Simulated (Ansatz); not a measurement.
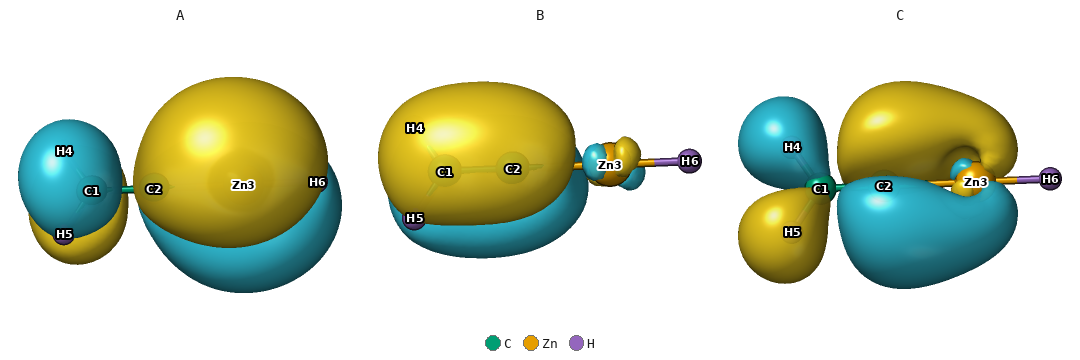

Figure 1: C$_{2}$H$_{3}$Zn (SMILES C=[C][ZnH]) (doublet). Three frontier orbitals at ±0.06 Å⁻³ᐟ² (yellow and cyan are the two phases), in no order.

Geometry: PBE0-D3(BJ)/def2-SVP.

These are results of isolated molecule in a Gaussian basis; Kohn-Sham density functional theory, functional PBE0 (Ansatz 0.2.0), not measurements.

```json
{"atom": "C", "x (Å)": "0.0555", "y (Å)": "-1.5598", "z (Å)": "-0.7048"}
{"atom": "C", "x (Å)": "-0.4590", "y (Å)": "-0.4128", "z (Å)": "-0.3291"}
{"atom": "Zn", "x (Å)": "-1.1978", "y (Å)": "1.2310", "z (Å)": "0.2110"}
{"atom": "H", "x (Å)": "-0.0888", "y (Å)": "-2.4923", "z (Å)": "-0.1320"}
{"atom": "H", "x (Å)": "0.6664", "y (Å)": "-1.6668", "z (Å)": "-1.6180"}
{"atom": "H", "x (Å)": "-1.8001", "y (Å)": "2.5716", "z (Å)": "0.6509"}
```

**Order the three orbitals by energy and name them. All are α orbitals.**

B is the HOMO−1 (α) (−7.99 eV). Its weight (Hirshfeld) is mainly on C2 (about 45 %), C1 (about 40 %) and Zn3 (about 5 %); it changes sign across the molecular plane (π type); π-bonding across C1–C2. C is the HOMO (α) (−5.85 eV). It lies mainly on C2 (about 60 %), Zn3 (about 15 %), C1 (about 10 %), H4 (about 5 %) and H5 (about 5 %); it is symmetric in the molecular plane (an in-plane orbital: σ, lone-pair or in-plane π type). A is the LUMO (α) (−1.11 eV). Its weight (Hirshfeld) is mainly on Zn3 (about 55 %), C1 (about 20 %) and C2 (about 15 %).

**What is the gap between the highest occupied and lowest empty α orbitals?**

4.74 eV between the orbital energies.
